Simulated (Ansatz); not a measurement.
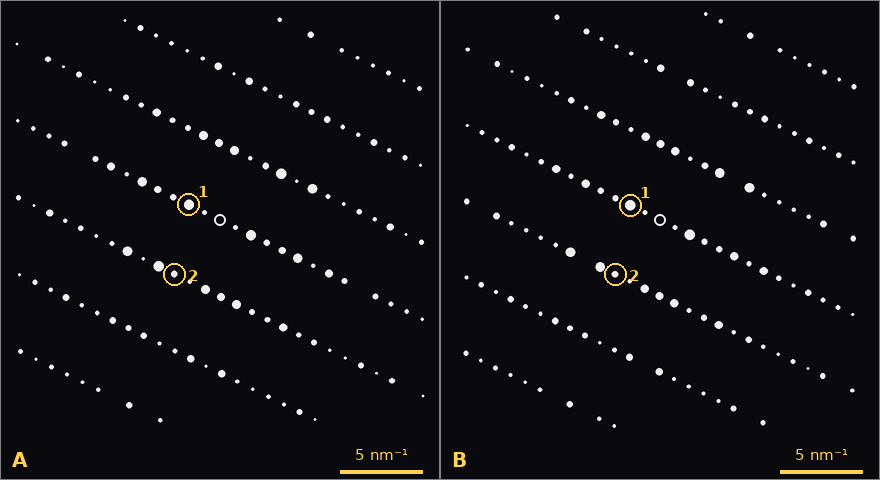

Kinematic electron diffraction patterns (300 kV, B = 0.5 Å², same scale) along [110] of the run's own cell, for the start and the end of one relaxation of Ni3F2 with DFT PBE, scalar-relativistic, plane waves, PAW (Ansatz 0.2.0). k mesh 18×18×4. The start is a generated model structure, and the relaxation ends in the nearest stationary point of its symmetry, not necessarily the ground state. Spot 1 is 0 0 -2 and spot 2 is -1 1 -1 in both.

Start structure:

```
Ni F
1.0
     2.73860    0.00000    0.00000
    -1.36930    2.37170    0.00000
     0.00000    0.00000    9.40387
Ni F
3 2
Cartesian
  0.0000 0.0000 0.0000
  0.0000 1.5811 5.5937
  1.3693 0.7906 3.8102
  0.0000 1.5811 1.2803
  1.3693 0.7906 8.1235
```

Question: Which pattern belongs to the start structure, and which to the relaxed one?

Answer: A is the start: its cell gives d(1) = 4.702 Å, d(2) = 2.300 Å and an angle of 75.8°. B is the relaxed structure, with d(1) = 4.933 Å (+4.9 %), d(2) = 2.316 Å (+0.7 %) and 76.4°.

Question: Name reflections whose intensity changes strongly on relaxation.

Answer: 1 -1 -4 goes from 9.2 to 3.6 % of the strongest spot.

Question: What did the relaxation do to the structure and the energy?

Answer: The volume changed by +5.9 % to 12.94 Å³ an atom; with the mean shift removed, the atoms moved by up to 0.10 Å relative to the cell (F most); the space group stayed P-3m1 (No. 164); the free energy fell by 1.2 meV an atom. Relaxed cell: a = 2.752 Å, b = 2.752 Å, c = 9.866 Å, α = 90.00°, β = 90.00°, γ = 120.00°.
